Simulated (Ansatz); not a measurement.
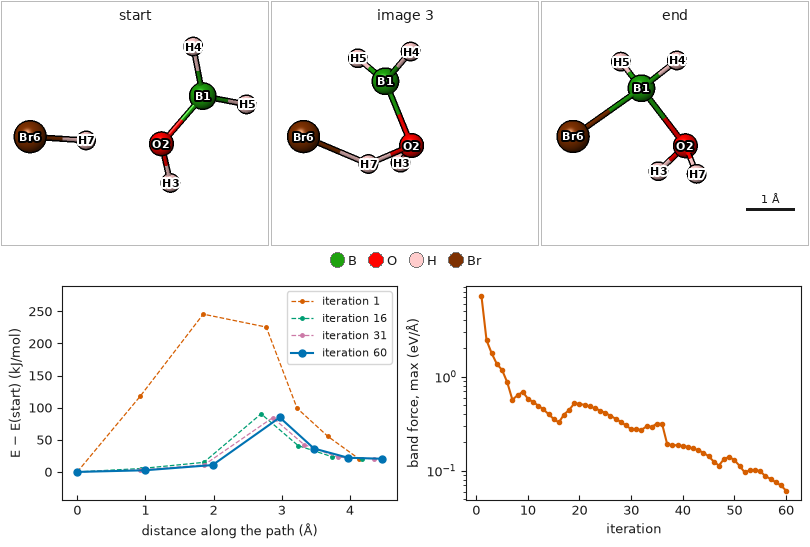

A nudged-elastic-band calculation for BH₄OBr. Images are numbered from 0 (start) to 6 (end). The plot follows the band through its iterations. Style: ball-and-stick. Shown at a tilt.

Computed with Ansatz 0.2.0, RKS B3LYP-D4/def2-SVP.

The input:
```yaml
crystal:
  periodic: [false, false, false]
  atoms:
    - { symbol: B, position_ang: [-0.12015, -0.521794, -0.036597] }
    - { symbol: O, position_ang: [-0.462432, 0.194985, 1.06123] }
    - { symbol: H, position_ang: [-1.136779, -0.217504, 1.618709] }
    - { symbol: H, position_ang: [0.716488, -0.041323, -0.757439] }
    - { symbol: H, position_ang: [-0.645428, -1.590025, -0.251836] }
    - { symbol: Br, position_ang: [0.691618, 3.270475, 1.928115] }
    - { symbol: H, position_ang: [0.204983, 1.960885, 1.57762] }
basis:
  gaussian: { orbitals: def2-SVP }
hamiltonian:
  xc: b3lyp
  dispersion: d4
neb:
  order_check: false
  images: 5
  f_tol: 0.05
  max_iterations: 60
  optimiser: fire
  climbing: immediate
  final_atoms:
    - { symbol: B, position_ang: [0.00704726, 0.35457557, 0.04655234] }
    - { symbol: O, position_ang: [-0.15616882, -0.11022598, 1.62193069] }
    - { symbol: H, position_ang: [-1.04626937, 0.15407175, 1.91603544] }
    - { symbol: H, position_ang: [1.13788739, 0.04450123, -0.23231345] }
    - { symbol: H, position_ang: [-0.91304172, -0.19216733, -0.50863738] }
    - { symbol: Br, position_ang: [-0.23701739, 2.36893817, 0.14764639] }
    - { symbol: H, position_ang: [0.45586266, 0.43600559, 2.14858797] }
  initial_path:
    images:
      - { positions_ang: [[-0.12015, -0.521794, -0.036597], [-0.462432, 0.194985, 1.06123], [-1.136779, -0.217504, 1.618709], [0.716488, -0.041323, -0.757439], [-0.645428, -1.590025, -0.251836], [0.691618, 3.270475, 1.928115], [0.204983, 1.960885, 1.57762]] }
      - { positions_ang: [[-0.05657572, -0.37013852, -0.00478398], [-0.34743803, 0.16204419, 1.30787427], [-1.1119523, -0.1939188, 1.76662052], [0.86385783, -0.07047876, -0.64462083], [-0.72705957, -1.09837281, -0.38168327], [0.50534933, 2.91675938, 1.48474896], [0.12211846, 1.70980433, 1.61164635]] }
      - { positions_ang: [[0.00699855, -0.21848305, 0.02702903], [-0.23244406, 0.12910337, 1.55451854], [-1.08712559, -0.17033361, 1.91453203], [1.01122766, -0.09963451, -0.53180267], [-0.80869113, -0.60672062, -0.51153054], [0.31908066, 2.56304376, 1.04138291], [0.03925392, 1.45872366, 1.6456727]] }
      - { positions_ang: [[0.07057283, -0.06682757, 0.05884205], [-0.11745009, 0.09616256, 1.8011628], [-1.06229889, -0.14674841, 2.06244355], [1.15859748, -0.12879027, -0.4189845], [-0.8903227, -0.11506843, -0.64137781], [0.13281199, 2.20932814, 0.59801687], [-0.04361062, 1.20764298, 1.67969904]] }
      - { positions_ang: [[0.04939764, 0.07364014, 0.05474548], [-0.13035633, 0.02736638, 1.74141877], [-1.05695572, -0.04647503, 2.01364084], [1.15169412, -0.07102644, -0.35676082], [-0.89789571, -0.14076806, -0.597131], [0.00953553, 2.26253149, 0.44789338], [0.12288047, 0.95043052, 1.83599535]] }
      - { positions_ang: [[0.02822245, 0.21410786, 0.05064891], [-0.14326258, -0.0414298, 1.68167473], [-1.05161254, 0.05379836, 1.96483814], [1.14479076, -0.01326261, -0.29453714], [-0.90546872, -0.16646769, -0.55288419], [-0.11374093, 2.31573483, 0.29776988], [0.28937157, 0.69321805, 1.99229166]] }
      - { positions_ang: [[0.00704726, 0.35457557, 0.04655234], [-0.15616882, -0.11022598, 1.62193069], [-1.04626937, 0.15407175, 1.91603544], [1.13788739, 0.04450123, -0.23231345], [-0.91304172, -0.19216733, -0.50863738], [-0.23701739, 2.36893817, 0.14764639], [0.45586266, 0.43600559, 2.14858797]] }
```

Run as
```bash
ansatz run input.yaml --threads 1 --pin off --max-ram 2048MiB --backend cpu --events-out ev --progress --plain --runs-dir out
```

Question: Did the band converge, and can the barrier be trusted?

Answer: The result isn't final. The band hadn't converged when the run stopped after 60 iterations. The largest component of the band force went from 7.3 to 0.062 eV/Å. The barrier read from it is provisional, though the highest image hardly moved in the last two iterations. The first iteration put the highest image at 245.7 kJ/mol. The highest point, image 3, lies 84.8 kJ/mol above the start and 64.3 kJ/mol above the end; the end is at +20.5 kJ/mol relative to the start.

Cost: 12 min on 1 thread of Arm Neoverse V1, with other jobs on the host, peak memory 0.17 GiB.
